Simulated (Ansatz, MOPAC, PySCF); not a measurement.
H4Sn (SMILES [SnH4]) and HF (SMILES F) are pulled apart as rigid monomers along the line of their centres of mass, from the B3LYP-D3(BJ)/def2-TZVP minimum. Starting geometry (charge 0, multiplicity 1):
| atom | x (Å) | y (Å) | z (Å) |
|---|---|---|---|
| Sn | 0.1492 | 0.2715 | 0.1369 |
| H | -1.4909 | 0.3175 | -0.3203 |
| H | 0.3453 | -0.9630 | 1.3251 |
| H | 1.1387 | -0.1504 | -1.1863 |
| H | 0.6431 | 1.7522 | 0.8185 |
| F | -1.0315 | -0.6941 | 3.5441 |
| H | -0.4964 | -0.9005 | 2.8090 |

Interaction energies with rigid monomers; basis-set methods are counterpoise corrected unless marked otherwise.

The state reached by PM3, PM6 isn't checked.

The values were computed with Ansatz (a quantum-chemistry and plane-wave program); MOPAC for PM3, PM6 (differences of heats of formation); PySCF for the dispersion terms.  In def2 rows elements past Kr take small-core potentials, without spin–orbit coupling.

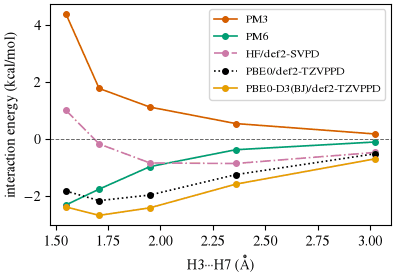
Figure: Interaction energy against separation

Which level binds most strongly at H3···H7 = 1.71, and by how much?

PBE0-D3(BJ)/def2-TZVPPD, -2.7 kcal/mol.
